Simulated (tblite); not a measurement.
## Geometry relaxation of C$_{2}$H$_{13}$FOSi$_{4}$ (part 2 of 2)

The same run, continued: C$_{2}$H$_{13}$FOSi$_{4}$, SMILES CCO[Si@@H]([SiH3])[SiH2][SiH2]F; GFN2-xTB geometry optimisation, gas phase (tblite 0.8.0). 

Geometry of the input (Å):
```
C  3.0789  -1.0562  -0.4859
C  1.7957  -0.8513  0.3131
O  1.1587  0.3165  -0.1474
Si -0.3073  0.7808  0.5170
Si -0.3930  3.0571  0.8553
Si -2.0720  0.3111  -0.8855
Si -2.4289  -1.9364  -0.6566
F  -1.0919  -2.7667  -0.9788
H  3.6128  -1.9497  -0.1533
H  3.7263  -0.1867  -0.3797
H  2.8343  -1.1567  -1.5519
H  1.1492  -1.7351  0.2006
H  2.0529  -0.7443  1.3935
H  -0.4790  0.0686  1.8238
H  -0.2720  3.7936  -0.4424
H  0.6988  3.5028  1.7672
H  -1.6880  3.4344  1.4773
H  -1.7564  0.6968  -2.2891
H  -3.2784  1.0771  -0.4524
H  -2.8351  -2.2510  0.7479
H  -3.5144  -2.3878  -1.5625
```

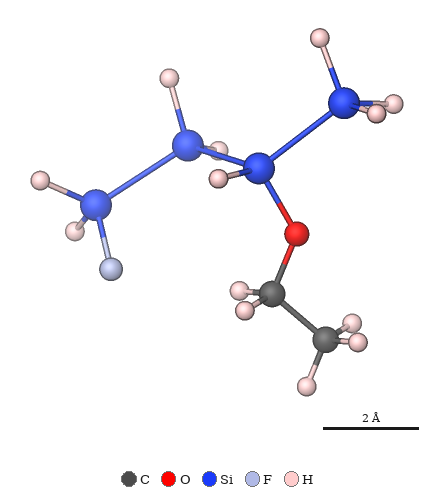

**Figure 1.** The geometry at step 225 of the log (ball-and-stick view, seen at a tilt).

Trajectory as extended XYZ, continued:
```
21
Properties=species:S:1:pos:R:3:forces:R:3 step=64 energy=-726.94306
C     2.8995   -0.8307   -0.5597   -0.0060  -0.0100  -0.0060
C     1.6600   -0.8166    0.3196    0.0010  -0.0120   0.0120
O     1.0811    0.4557    0.3073    0.0170  -0.0380   0.0280
Si   -0.4187    0.9252    0.7375    0.0050  -0.0410   0.0210
Si   -0.0498    3.1988    0.8787    0.0260  -0.0210   0.0120
Si   -1.9841    0.0658   -0.7750    0.0170   0.0370   0.0040
Si   -2.5457   -2.1758   -0.7187   -0.0660  -0.0780   0.0260
F    -1.1586   -3.0092   -0.8557    0.0020   0.0130   0.0090
H     3.3984   -1.7921   -0.4764    0.0080   0.0000  -0.0040
H     3.5810   -0.0428   -0.2479    0.0020  -0.0110  -0.0120
H     2.6220   -0.6653   -1.5974    0.0090   0.0300  -0.0080
H     0.9428   -1.5691   -0.0283   -0.0140   0.0250  -0.0050
H     1.9297   -1.0614    1.3546   -0.0130  -0.0140   0.0030
H    -0.7181    0.3223    2.0695   -0.0200   0.0230  -0.0630
H     0.1839    3.8150   -0.4289    0.0010   0.0340  -0.0340
H     1.0646    3.6342    1.7307   -0.0300  -0.0070  -0.0060
H    -1.2576    3.8263    1.4227   -0.0170   0.0100   0.0060
H    -1.5630    0.3707   -2.1593    0.0050   0.0080  -0.0110
H    -3.2516    0.8098   -0.6486   -0.0040   0.0170   0.0230
H    -3.0626   -2.6666    0.5610    0.0210   0.0060  -0.0190
H    -3.3619   -2.7775   -1.7755    0.0560   0.0280   0.0210
21
Properties=species:S:1:pos:R:3:forces:R:3 step=129 energy=-726.95823
C     2.8768   -0.8316   -0.5825    0.0060  -0.0020  -0.0040
C     1.6225   -0.8519    0.2761    0.0070  -0.0040  -0.0060
O     1.1082    0.4426    0.3961   -0.0010  -0.0080   0.0050
Si   -0.3993    0.9380    0.7585   -0.0040  -0.0090  -0.0060
Si   -0.0476    3.2145    0.8550    0.0030   0.0000   0.0000
Si   -1.9624    0.0724   -0.7492    0.0020   0.0100  -0.0020
Si   -2.4948   -2.1795   -0.6708    0.0020   0.0000  -0.0040
F    -1.0812   -2.9797   -0.6227    0.0020  -0.0020   0.0120
H     3.2728   -1.8383   -0.6810    0.0030  -0.0050   0.0040
H     3.6315   -0.1932   -0.1301   -0.0070   0.0090   0.0020
H     2.6414   -0.4445   -1.5709    0.0000   0.0030   0.0000
H     0.8748   -1.5163   -0.1696    0.0000   0.0070  -0.0060
H     1.8526   -1.2310    1.2795   -0.0020   0.0060  -0.0020
H    -0.7670    0.3696    2.0836   -0.0020  -0.0050   0.0100
H     0.2421    3.8212   -0.4483    0.0010   0.0030  -0.0010
H     1.0038    3.6865    1.7617    0.0030   0.0010   0.0030
H    -1.2961    3.8267    1.3230   -0.0010   0.0040  -0.0050
H    -1.5716    0.3761   -2.1434    0.0040   0.0000   0.0020
H    -3.2286    0.8142   -0.5947   -0.0030  -0.0060   0.0030
H    -3.1434   -2.6549    0.5503   -0.0020   0.0000  -0.0010
H    -3.1434   -2.8238   -1.8106   -0.0100  -0.0020  -0.0020
21
Properties=species:S:1:pos:R:3:forces:R:3 step=161 energy=-726.96240
C     2.9368   -0.8010   -0.5947   -0.0060   0.0080   0.0000
C     1.5981   -0.8519    0.1244   -0.0010   0.0040  -0.0040
O     1.1168    0.4436    0.3319    0.0100   0.0080   0.0010
Si   -0.3737    0.9237    0.7796    0.0040  -0.0220  -0.0100
Si   -0.0528    3.2048    0.8625    0.0000   0.0030   0.0000
Si   -1.9722    0.0622   -0.6921    0.0020  -0.0130  -0.0010
Si   -2.5291   -2.1846   -0.5983    0.0040   0.0020   0.0030
F    -1.1686   -2.9833   -0.2057   -0.0110   0.0230   0.0000
H     3.3172   -1.8093   -0.7312    0.0150   0.0010   0.0040
H     3.6518   -0.2205   -0.0174   -0.0030  -0.0130   0.0270
H     2.8210   -0.3302   -1.5676   -0.0220   0.0050  -0.0110
H     0.8752   -1.4245   -0.4687    0.0110  -0.0080   0.0070
H     1.7038   -1.3509    1.0957    0.0050   0.0080  -0.0140
H    -0.6649    0.3352    2.1152   -0.0080   0.0010  -0.0170
H     0.3942    3.7942   -0.4034    0.0010   0.0050   0.0010
H     0.8674    3.7086    1.8867    0.0070  -0.0020   0.0070
H    -1.3589    3.8062    1.1573    0.0080   0.0010  -0.0010
H    -1.5829    0.3501   -2.0906   -0.0020  -0.0050  -0.0020
H    -3.2254    0.8246   -0.5394   -0.0130  -0.0080   0.0020
H    -3.4313   -2.5867    0.4785   -0.0040  -0.0060   0.0040
H    -2.9314   -2.8934   -1.8127    0.0040   0.0100   0.0060
21
Properties=species:S:1:pos:R:3:forces:R:3 step=193 energy=-726.96602
C     2.9839   -0.7639   -0.5877    0.0050   0.0040  -0.0020
C     1.6005   -0.8501    0.0373    0.0050  -0.0060  -0.0020
O     1.1036    0.4352    0.2650    0.0030  -0.0020  -0.0070
Si   -0.3816    0.9072    0.7372    0.0060  -0.0010   0.0070
Si   -0.0297    3.1823    0.8692   -0.0020   0.0120  -0.0010
Si   -2.0213    0.0580   -0.6951    0.0040  -0.0050   0.0030
Si   -2.5667   -2.1869   -0.5376    0.0000   0.0050  -0.0170
F    -1.2482   -2.9209    0.0645    0.0100   0.0010   0.0030
H     3.3721   -1.7623   -0.7694   -0.0060   0.0020   0.0060
H     3.6604   -0.2332    0.0777   -0.0050   0.0000   0.0050
H     2.9337   -0.2238   -1.5300   -0.0100  -0.0010  -0.0030
H     0.9188   -1.3990   -0.6241   -0.0030   0.0050  -0.0070
H     1.6463   -1.3915    0.9895   -0.0090   0.0010   0.0100
H    -0.6578    0.3022    2.0685    0.0010  -0.0040  -0.0110
H     0.5169    3.7935   -0.3463    0.0040  -0.0050  -0.0020
H     0.8265    3.6454    1.9671   -0.0040  -0.0050  -0.0020
H    -1.3406    3.8068    1.0830    0.0030  -0.0010   0.0080
H    -1.6732    0.3189   -2.1094    0.0000  -0.0050  -0.0010
H    -3.2698    0.8235   -0.5210   -0.0030   0.0030   0.0050
H    -3.5917   -2.5669    0.4322    0.0040   0.0020  -0.0050
H    -2.7913   -2.9578   -1.7606   -0.0010  -0.0010   0.0150
21
Properties=species:S:1:pos:R:3:forces:R:3 step=225 energy=-726.96729
C     2.9835   -0.7742   -0.5789    0.0010  -0.0030   0.0020
C     1.5672   -0.8399   -0.0317   -0.0010  -0.0010  -0.0020
O     1.0923    0.4516    0.2067   -0.0060  -0.0050   0.0060
Si   -0.3852    0.9172    0.7104    0.0020   0.0100   0.0060
Si   -0.0201    3.1866    0.8865   -0.0050   0.0030  -0.0030
Si   -2.0405    0.0651   -0.7016   -0.0060   0.0060  -0.0040
Si   -2.5336   -2.1877   -0.5020   -0.0070   0.0010   0.0000
F    -1.2357   -2.8568    0.2107    0.0010   0.0010  -0.0050
H     3.3600   -1.7786   -0.7510    0.0020   0.0010  -0.0070
H     3.6311   -0.2670    0.1319    0.0030   0.0030   0.0010
H     2.9964   -0.2209   -1.5149   -0.0030  -0.0030   0.0050
H     0.9058   -1.3468   -0.7457    0.0050  -0.0090  -0.0050
H     1.5458   -1.4110    0.9040   -0.0070   0.0020  -0.0020
H    -0.6408    0.2787    2.0294    0.0030   0.0050   0.0090
H     0.5644    3.8061   -0.3067   -0.0030   0.0050   0.0000
H     0.8140    3.6206    2.0126    0.0010  -0.0020   0.0000
H    -1.3292    3.8202    1.0840    0.0060   0.0000   0.0000
H    -1.7198    0.3143   -2.1240    0.0030  -0.0030  -0.0040
H    -3.2973    0.8149   -0.5166    0.0060  -0.0020   0.0060
H    -3.6083   -2.5665    0.4124   -0.0010  -0.0010   0.0020
H    -2.6588   -3.0088   -1.7054    0.0060  -0.0070  -0.0030
21
Properties=species:S:1:pos:R:3:forces:R:3 step=290 energy=-726.96849
C     2.9646   -0.7940   -0.5435    0.0080  -0.0020  -0.0020
C     1.5145   -0.8424   -0.0905    0.0050   0.0030  -0.0050
O     1.0681    0.4500    0.1927   -0.0020   0.0010   0.0010
Si   -0.3955    0.9372    0.7162   -0.0050   0.0010  -0.0050
Si    0.0038    3.2035    0.8633    0.0070  -0.0060   0.0000
Si   -2.0716    0.0727   -0.6655    0.0130  -0.0060   0.0100
Si   -2.4749   -2.2016   -0.4954    0.0020   0.0050  -0.0050
F    -1.1973   -2.8049    0.3072    0.0010  -0.0020  -0.0010
H     3.3154   -1.7957   -0.7741    0.0000  -0.0100   0.0010
H     3.5857   -0.3698    0.2414   -0.0040   0.0010   0.0100
H     3.0556   -0.1705   -1.4295   -0.0050   0.0010  -0.0050
H     0.8858   -1.2797   -0.8773   -0.0010  -0.0030   0.0000
H     1.4111   -1.4690    0.8029    0.0060   0.0050  -0.0010
H    -0.6355    0.3161    2.0464    0.0010   0.0020   0.0010
H     0.5411    3.8124   -0.3574   -0.0010   0.0000  -0.0030
H     0.8967    3.6275    1.9473   -0.0010   0.0020   0.0010
H    -1.2839    3.8589    1.1166   -0.0080   0.0020   0.0040
H    -1.7950    0.3526   -2.0913   -0.0010   0.0020  -0.0060
H    -3.3420    0.7828   -0.4329   -0.0110   0.0010   0.0030
H    -3.5888   -2.6452    0.3387   -0.0090   0.0030   0.0040
H    -2.4668   -3.0238   -1.7051    0.0040   0.0000  -0.0020
21
Properties=species:S:1:pos:R:3:forces:R:3 step=322 energy=-726.96949
C     2.9711   -0.8159   -0.4933   -0.0030  -0.0080  -0.0020
C     1.5037   -0.8459   -0.0976   -0.0030   0.0020  -0.0010
O     1.0554    0.4537    0.1488    0.0020   0.0030  -0.0010
Si   -0.3936    0.9518    0.7031    0.0060   0.0000   0.0070
Si    0.0203    3.2184    0.8251   -0.0100  -0.0080  -0.0050
Si   -2.1127    0.0812   -0.6197   -0.0100   0.0060  -0.0020
Si   -2.4490   -2.2089   -0.5394   -0.0050  -0.0030   0.0070
F    -1.1993   -2.8054    0.3109    0.0010   0.0030   0.0030
H     3.3201   -1.8247   -0.6946    0.0050  -0.0080   0.0040
H     3.5635   -0.3862    0.3106   -0.0040   0.0020  -0.0050
H     3.1035   -0.2083   -1.3852   -0.0040   0.0070   0.0050
H     0.9019   -1.2905   -0.9011    0.0010   0.0020  -0.0060
H     1.3617   -1.4588    0.7997    0.0060   0.0030   0.0030
H    -0.5979    0.3438    2.0456    0.0010   0.0020  -0.0020
H     0.4160    3.8319   -0.4468   -0.0010  -0.0040   0.0010
H     1.0279    3.6414    1.8037    0.0010  -0.0010   0.0000
H    -1.2324    3.8719    1.2220    0.0020  -0.0050  -0.0010
H    -1.9356    0.4337   -2.0456    0.0040  -0.0010   0.0020
H    -3.3907    0.7348   -0.2794    0.0040   0.0030   0.0000
H    -3.5941   -2.7124    0.2161    0.0040   0.0020  -0.0020
H    -2.3489   -2.9889   -1.7727    0.0030   0.0040  -0.0070
21
Properties=species:S:1:pos:R:3:forces:R:3 step=355 energy=-726.97007
C     2.9730   -0.8381   -0.4578    0.0000   0.0000   0.0000
C     1.4898   -0.8538   -0.1258   -0.0010   0.0000   0.0000
O     1.0466    0.4495    0.1120   -0.0010   0.0010   0.0000
Si   -0.3847    0.9537    0.7058   -0.0020  -0.0010   0.0010
Si    0.0226    3.2216    0.7916    0.0010   0.0010   0.0000
Si   -2.1461    0.0967   -0.5692    0.0020   0.0010  -0.0020
Si   -2.4232   -2.2019   -0.5582   -0.0010  -0.0020   0.0010
F    -1.2223   -2.7787    0.3722    0.0010   0.0000   0.0020
H     3.3204   -1.8490   -0.6517   -0.0010  -0.0010   0.0000
H     3.5334   -0.4214    0.3754    0.0030   0.0010  -0.0010
H     3.1510   -0.2232   -1.3366   -0.0020   0.0000   0.0000
H     0.9172   -1.2826   -0.9590   -0.0020   0.0000   0.0000
H     1.3038   -1.4729    0.7589    0.0020  -0.0010   0.0000
H    -0.5490    0.3514    2.0554   -0.0010   0.0020   0.0000
H     0.3184    3.8260   -0.5114   -0.0010   0.0000  -0.0010
H     1.0950    3.6630    1.6896    0.0020  -0.0020   0.0020
H    -1.2038    3.8673    1.2729   -0.0010  -0.0010  -0.0010
H    -2.0323    0.4976   -1.9885   -0.0010   0.0000   0.0000
H    -3.4183    0.7180   -0.1557    0.0010   0.0000   0.0010
H    -3.6033   -2.7673    0.0918    0.0010   0.0000  -0.0020
H    -2.1972   -2.9389   -1.8017    0.0010   0.0000   0.0000
```

Summary:

| quantity | value |
| --- | --- |
| outcome | converged |
| total energy | −726.9701 eV |
| wall time | 6.5 s |
| peak memory | 0.22 GiB |
